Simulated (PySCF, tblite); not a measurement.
# C7H9S+: a rotation path, then NMR shifts on frames, part 2 of 2

tblite 0.8.0 and PySCF 2.14.0. Atoms count from 0. Earlier steps stand in the parts before.

### 5 Nuclear shieldings: image 5, PBE0/pcSseg-1

What the job is given:

```
{"job": {"kind": "nmr", "xc": "PBE0", "basis": "pcSseg-1", "pop": false}, "charge": 1, "multiplicity": 1}
C     -2.435300     0.871400    -0.510400
C     -1.755900    -0.359200     0.103500
C     -0.275600    -0.218700     0.195900
C      0.586500    -1.071700    -0.470200
C      1.969600    -0.998000    -0.412200
C      2.649200    -0.027900     0.325300
C      1.994600     0.926600     1.054700
S      0.309200     1.060800     1.171500
H     -2.077200     1.049300    -1.521300
H     -2.261200     1.761000     0.089500
H     -3.506400     0.697400    -0.553000
H     -2.161900    -0.514100     1.107000
H     -1.996500    -1.235700    -0.498000
H      0.142300    -1.851800    -1.072700
H      2.549000    -1.729400    -0.956700
H      3.730000    -0.022900     0.320000
H      2.532600     1.674900     1.617300
```

Method: GIAO PBE0/pcSseg-1 NMR shielding, non-relativistic, gas phase.

The log of the run:

```text
coarse grid: 14808 points
cycle   1  E = -669.4795231726  dE =  1.525e+00  |g| = 3.645e-01  |ddm| = 4.010e+00
cycle   2  E = -669.4517119227  dE =  2.781e-02  |g| = 4.833e-01  |ddm| = 9.308e-01
cycle   3  E = -669.5139972242  dE = -6.229e-02  |g| = 8.982e-02  |ddm| = 5.418e-01
cycle   4  E = -669.5160540083  dE = -2.057e-03  |g| = 3.928e-02  |ddm| = 1.322e-01
cycle   5  E = -669.5164682869  dE = -4.143e-04  |g| = 5.737e-03  |ddm| = 3.705e-02
cycle   6  E = -669.5164718163  dE = -3.529e-06  |g| = 4.257e-03  |ddm| = 9.964e-03
cycle   7  E = -669.5164769704  dE = -5.154e-06  |g| = 6.171e-04  |ddm| = 4.437e-03
final grid: 138552 points
cycle   8  E = -669.5665046962  dE = -2.964e-05  |g| = 9.789e-03  |ddm| = 3.802e-02
cycle   9  E = -669.5664803631  dE =  2.433e-05  |g| = 1.343e-02  |ddm| = 2.369e-02
cycle  10  E = -669.5665292416  dE = -4.888e-05  |g| = 1.602e-03  |ddm| = 1.650e-02
cycle  11  E = -669.5665300196  dE = -7.780e-07  |g| = 3.664e-04  |ddm| = 2.236e-03
cycle  12  E = -669.5665300512  dE = -3.163e-08  |g| = 1.321e-04  |ddm| = 4.282e-04
cycle  13  E = -669.5665300553  dE = -4.082e-09  |g| = 3.153e-05  |ddm| = 1.222e-04
cycle  14  E = -669.5665300555  dE = -2.606e-10  |g| = 8.745e-06  |ddm| = 4.177e-05
converged SCF energy = -669.5665300555

GIAO shielding tensors (ppm)
atom      isotropic    diamagn.    paramagn.     s11        s22        s33       span
  0 C      162.559     247.205     -84.646    137.056    165.755    184.865     47.809
  1 C      146.696     246.263     -99.567    127.200    143.038    169.851     42.652
  2 C      -14.501     269.343    -283.844   -115.749    -84.778    157.025    272.774
  3 C       44.596     253.536    -208.940    -61.985     28.398    167.374    229.358
  4 C       28.409     254.897    -226.488    -80.384    -17.595    183.206    263.591
  5 C       46.463     254.028    -207.566    -64.286     14.261    189.413    253.699
  6 C       20.198     264.188    -243.990   -107.758     -3.155    171.507    279.265
  7 S      137.497    1058.192    -920.695   -152.736     -0.207    565.433    718.169
  8 H       29.800      29.322       0.478     26.025     28.235     35.141      9.116
  9 H       30.038      29.354       0.685     24.774     29.975     35.366     10.592
 10 H       29.381      26.261       3.120     24.705     26.167     37.271     12.566
 11 H       27.829      29.139      -1.309     24.444     26.034     33.010      8.565
 12 H       28.156      30.848      -2.692     22.871     27.898     33.699     10.828
 13 H       22.790      32.264      -9.474     18.637     22.008     27.725      9.088
 14 H       22.554      28.546      -5.992     19.114     22.338     26.209      7.095
 15 H       22.696      27.211      -4.515     18.969     23.362     25.756      6.787
 16 H       21.937      28.459      -6.522     18.548     20.859     26.405      7.857
```

Run time: 27 s. Hardware: 1 thread of Arm Neoverse V2, shared host; peak memory 0.85 GiB.

This run: δ C2 201.4, C6 166.7, C4 158.5, C3 142.3, H16 9.78, H14 9.16 ppm.

### 6 Shielding tensors: image 6, PBE0/pcSseg-1

What the job is given:

```
{"job": {"kind": "nmr", "xc": "PBE0", "basis": "pcSseg-1", "pop": false}, "charge": 1, "multiplicity": 1}
C     -2.419300     0.810600    -0.592600
C     -1.760900    -0.335100     0.191400
C     -0.278200    -0.204100     0.250600
C      0.562900    -0.999100    -0.507700
C      1.947300    -0.932300    -0.477600
C      2.648300    -0.026600     0.319800
C      2.016100     0.869900     1.137400
S      0.334200     0.994400     1.307400
H     -2.062700     0.840000    -1.618800
H     -2.226400     1.771000    -0.121300
H     -3.493300     0.649200    -0.607300
H     -2.167500    -0.336800     1.204900
H     -2.019100    -1.279100    -0.288000
H      0.100400    -1.729200    -1.157500
H      2.511400    -1.621400    -1.089100
H      3.728900    -0.027200     0.292400
H      2.571100     1.568000     1.746000
```

Method: GIAO PBE0/pcSseg-1 NMR shielding, non-relativistic, gas phase.

The log of the run:

```text
coarse grid: 14808 points
cycle   1  E = -669.4795899063  dE =  1.520e+00  |g| = 3.637e-01  |ddm| = 4.009e+00
cycle   2  E = -669.4513866961  dE =  2.820e-02  |g| = 4.840e-01  |ddm| = 9.326e-01
cycle   3  E = -669.5140693230  dE = -6.268e-02  |g| = 8.768e-02  |ddm| = 5.444e-01
cycle   4  E = -669.5159992107  dE = -1.930e-03  |g| = 3.988e-02  |ddm| = 1.300e-01
cycle   5  E = -669.5164287436  dE = -4.295e-04  |g| = 5.326e-03  |ddm| = 3.732e-02
cycle   6  E = -669.5164319349  dE = -3.191e-06  |g| = 3.817e-03  |ddm| = 9.253e-03
cycle   7  E = -669.5164360340  dE = -4.099e-06  |g| = 6.627e-04  |ddm| = 4.087e-03
final grid: 138552 points
cycle   8  E = -669.5668234070  dE = -2.838e-05  |g| = 9.810e-03  |ddm| = 4.068e-02
cycle   9  E = -669.5667989257  dE =  2.448e-05  |g| = 1.349e-02  |ddm| = 2.371e-02
cycle  10  E = -669.5668481379  dE = -4.921e-05  |g| = 1.550e-03  |ddm| = 1.635e-02
cycle  11  E = -669.5668488639  dE = -7.260e-07  |g| = 3.758e-04  |ddm| = 2.187e-03
cycle  12  E = -669.5668488976  dE = -3.375e-08  |g| = 1.310e-04  |ddm| = 4.295e-04
cycle  13  E = -669.5668489017  dE = -4.005e-09  |g| = 3.205e-05  |ddm| = 1.226e-04
cycle  14  E = -669.5668489019  dE = -2.631e-10  |g| = 8.947e-06  |ddm| = 4.147e-05
converged SCF energy = -669.5668489019

GIAO shielding tensors (ppm)
atom      isotropic    diamagn.    paramagn.     s11        s22        s33       span
  0 C      160.852     246.598     -85.746    136.973    160.138    185.444     48.470
  1 C      146.500     246.527    -100.027    125.990    144.101    169.410     43.421
  2 C      -14.286     268.926    -283.212   -115.813    -85.843    158.798    274.612
  3 C       44.490     253.730    -209.240    -62.342     26.973    168.837    231.179
  4 C       28.516     254.889    -226.373    -80.126    -17.560    183.235    263.361
  5 C       46.501     253.953    -207.452    -64.699     14.276    189.926    254.625
  6 C       20.043     264.243    -244.200   -106.960     -3.768    170.856    277.816
  7 S      138.693    1058.053    -919.360   -147.195      4.510    558.764    705.960
  8 H       29.847      29.303       0.544     25.743     28.627     35.171      9.428
  9 H       30.165      29.190       0.975     25.161     29.933     35.400     10.239
 10 H       29.343      26.283       3.061     24.942     25.844     37.244     12.302
 11 H       27.895      29.512      -1.617     23.904     26.910     32.872      8.967
 12 H       28.113      30.674      -2.561     23.234     27.532     33.572     10.337
 13 H       22.780      32.377      -9.597     18.631     21.905     27.806      9.175
 14 H       22.536      28.652      -6.116     19.078     22.309     26.222      7.144
 15 H       22.683      27.198      -4.515     18.953     23.342     25.754      6.801
 16 H       21.957      28.352      -6.395     18.565     20.883     26.425      7.860
```

Run time: 28 s. Hardware: 1 thread of Arm Neoverse V2, shared host; peak memory 0.85 GiB.

Key values: δ C2 201.2, C6 166.9, C4 158.4, C3 142.4, H16 9.76, H14 9.18 ppm.

### 7 Nuclear shieldings: image 8, PBE0/pcSseg-1

What the job is given:

```
{"job": {"kind": "nmr", "xc": "PBE0", "basis": "pcSseg-1", "pop": false}, "charge": 1, "multiplicity": 1}
C     -2.333200     0.681800    -0.719300
C     -1.782400    -0.289900     0.337200
C     -0.297500    -0.208900     0.368000
C      0.498700    -0.885700    -0.539500
C      1.880300    -0.796400    -0.583800
C      2.620000     0.001100     0.291900
C      2.034600     0.760900     1.267200
S      0.364300     0.834600     1.547400
H     -1.956800     0.435900    -1.708500
H     -2.056500     1.706300    -0.482900
H     -3.416600     0.612800    -0.734400
H     -2.198400    -0.030300     1.311700
H     -2.092100    -1.304300     0.079900
H     -0.000500    -1.527800    -1.253000
H      2.411100    -1.371100    -1.328400
H      3.696500     0.020700     0.199400
H      2.621400     1.372200     1.937300
```

Method: GIAO PBE0/pcSseg-1 NMR shielding, non-relativistic, gas phase.

The log of the run:

```text
coarse grid: 14808 points
cycle   1  E = -669.4806201307  dE =  1.526e+00  |g| = 3.626e-01  |ddm| = 4.008e+00
cycle   2  E = -669.4516103665  dE =  2.901e-02  |g| = 4.859e-01  |ddm| = 9.412e-01
cycle   3  E = -669.5149945945  dE = -6.338e-02  |g| = 8.493e-02  |ddm| = 5.553e-01
cycle   4  E = -669.5167746534  dE = -1.780e-03  |g| = 4.020e-02  |ddm| = 1.271e-01
cycle   5  E = -669.5172131786  dE = -4.385e-04  |g| = 4.965e-03  |ddm| = 3.778e-02
cycle   6  E = -669.5172169632  dE = -3.785e-06  |g| = 2.939e-03  |ddm| = 8.619e-03
final grid: 138552 points
cycle   7  E = -669.5672398693  dE = -1.709e-05  |g| = 1.259e-02  |ddm| = 4.060e-02
cycle   8  E = -669.5671549017  dE =  8.497e-05  |g| = 2.127e-02  |ddm| = 3.522e-02
cycle   9  E = -669.5672807111  dE = -1.258e-04  |g| = 3.003e-03  |ddm| = 2.442e-02
cycle  10  E = -669.5672831926  dE = -2.481e-06  |g| = 4.677e-04  |ddm| = 2.923e-03
cycle  11  E = -669.5672832526  dE = -6.001e-08  |g| = 1.526e-04  |ddm| = 7.919e-04
cycle  12  E = -669.5672832581  dE = -5.534e-09  |g| = 5.805e-05  |ddm| = 1.993e-04
cycle  13  E = -669.5672832589  dE = -7.949e-10  |g| = 2.146e-05  |ddm| = 6.777e-05
converged SCF energy = -669.5672832589

GIAO shielding tensors (ppm)
atom      isotropic    diamagn.    paramagn.     s11        s22        s33       span
  0 C      160.274     247.396     -87.122    143.135    151.736    185.952     42.816
  1 C      146.847     246.844     -99.997    127.200    145.801    167.540     40.340
  2 C      -14.142     268.765    -282.907   -116.000    -87.393    160.967    276.967
  3 C       44.391     254.122    -209.731    -62.994     22.571    173.596    236.589
  4 C       29.210     254.868    -225.659    -79.171    -16.866    183.665    262.836
  5 C       46.324     253.751    -207.427    -65.335     14.119    190.190    255.525
  6 C       20.789     264.247    -243.458   -103.372     -3.707    169.447    272.819
  7 S      145.160    1057.903    -912.743   -133.571     20.501    548.550    682.121
  8 H       30.129      29.835       0.294     25.446     29.370     35.570     10.124
  9 H       30.264      29.452       0.812     25.705     29.845     35.242      9.537
 10 H       29.344      26.570       2.774     25.100     25.534     37.399     12.299
 11 H       28.088      29.948      -1.860     23.365     28.116     32.783      9.418
 12 H       27.914      29.895      -1.981     24.005     26.267     33.469      9.464
 13 H       22.733      32.453      -9.720     18.626     21.533     28.041      9.416
 14 H       22.518      28.886      -6.368     19.011     22.292     26.251      7.240
 15 H       22.676      27.241      -4.565     18.921     23.326     25.782      6.861
 16 H       22.045      28.169      -6.124     18.634     21.014     26.485      7.851
```

It took 27 s on 1 thread of Arm Neoverse V2, shared host; peak memory 0.85 GiB.

Key values: δ C2 201.1, C6 166.1, C4 157.7, C3 142.5, H16 9.67, H14 9.20 ppm.

### 8 Side by side: NMR shifts

Shifts (ppm) of some atoms, chosen among heavy atoms and hydrogens apart, with basis size and wall time:

```
  frame     C6     C4    C1    C0    H8    H9   S7  functions  time
image 0  164.8  155.7  38.1  13.2  1.85  1.75  359        188  26 s
image 2  165.2  156.6  38.7  14.4  1.57  2.14  361        188  26 s
image 5  166.7  158.5  40.2  24.4  1.92  1.68  366        188  27 s
image 6  166.9  158.4  40.4  26.1  1.87  1.55  365        188  28 s
image 8  166.1  157.7  40.1  26.7  1.59  1.45  359        188  27 s
```

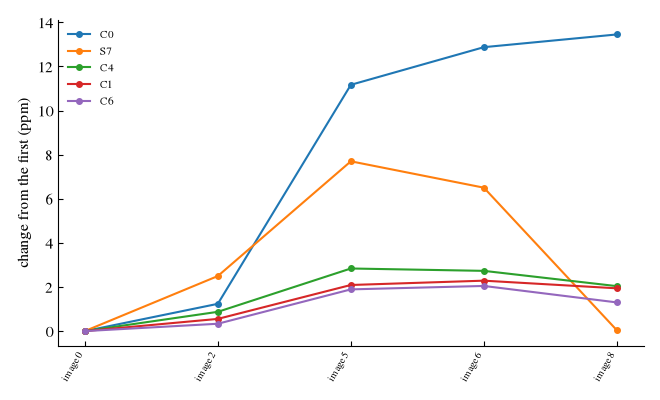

How five of the tabulated atoms move from run to run.

### 9 Summary of results

The summary covers parts 1 to 2.

```
                                       quantity                                                     value
                                        barrier                        0.056 eV (1.3 kcal/mol) at image 5
                          end to end (GFN2-xTB)                                                  0.038 eV
13C shifts against TMS (PBE0/pcSseg-1, image 0)         201.7, 164.8, 155.7, 143.7, 140.7, 38.1, 13.2 ppm
 1H shifts against TMS (PBE0/pcSseg-1, image 0)  9.73, 9.15, 9.06, 9.04, 3.91, 3.90, 2.48, 1.85, 1.75 ppm
33S shifts against CS2 (PBE0/pcSseg-1, image 0)                                                   359 ppm
                       range of the shift of C0                                          13.2 to 26.7 ppm
```

What this shows: Along the band the dihedral turns by 101°, and the top (dihedral 242°) lies 1.3 kcal/mol above the start (GFN2-xTB, rough), so at room temperature this motion is fast. Ends this close can change order at a higher level. The top was not checked by a frequency run. Shifts at one fixed geometry are not the observed spectrum, which averages over the motion. In the first frame run (image 0): The widest tensor belongs to S7: span 717 ppm, with a paramagnetic part of -913 ppm. NICS(1)zz of -25 ppm above the planar ring from C2 marks a diatropic (aromatic) ring current. Across the 5 runs the shift of C0 moves most, between 13.2 (image 0) and 26.7 ppm (image 8).
